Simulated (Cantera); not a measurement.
Feed: 1 mol Fe3O4, 0.058 mol Cl2, 3 mol N2, at 0.100 bar.

Cantera equilibrium calculation (NASA polynomials, part measured and part estimated; ideal gas, pure solids and liquids). Candidate condensed phases: Fe, FeCl2, FeCl3, FeO, Fe2O3, Fe3O4; 19 gas species. Mutual solubility and eutectic melting of coexisting phases are not modelled. Equilibrium is a limit: real reactors are often held back by kinetics, nucleation or transport.

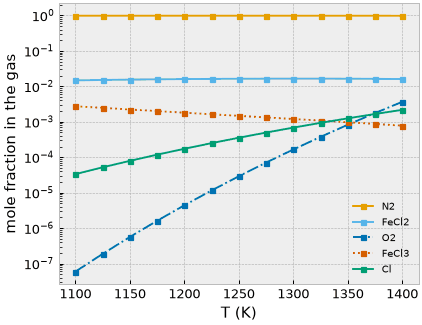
Figure: Equilibrium gas composition (values under 1e-9 drawn at 1e-9)

Q: Read off the mole fractions at 1200 K.

A: N2 about 0.98, FeCl2 about 0.016, FeCl3 about 0.0018, Cl about 0.00017, O2 about 4.4e-6.
